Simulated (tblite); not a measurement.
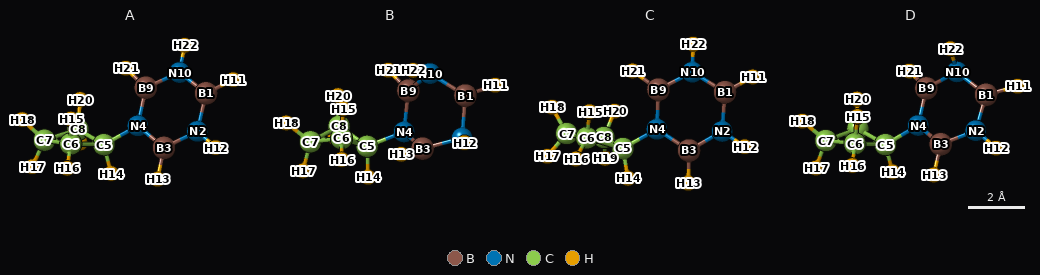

4 geometries from one relaxation of C₄H₁₂B₃N₃, in shuffled order. The picture is a ball-and-stick view, seen at a tilt.

Level of theory: GFN2-xTB geometry optimisation, gas phase (tblite). 

Q: Put them in the order of the run, from the start to the converged end.

A: B, D, A, C. They are steps 0, 15, 39, 115, at +112.0 kcal/mol, +30.4 kcal/mol, +1.99 kcal/mol relative to the last. The largest move after the best rigid fit is that of H13, 1.77 Å. Largest moves by element: H 1.77 Å, B 0.83 Å, N 0.83 Å, C 0.53 Å. Near-neighbour distances that change, for instance: B3–N4 1.555 → 1.422 Å, B1–N2 1.542 → 1.414 Å, B1–N10 1.529 → 1.415 Å, B9–N10 1.512 → 1.417 Å. Bond angles that change, for instance: B1–N2–B3 107.2° → 123.2°, B1–N2–H12 103.1° → 118.7°, B3–N4–C5 106.2° → 119.3°. After 115 geometry steps the energy has fallen by 112.0 kcal/mol.
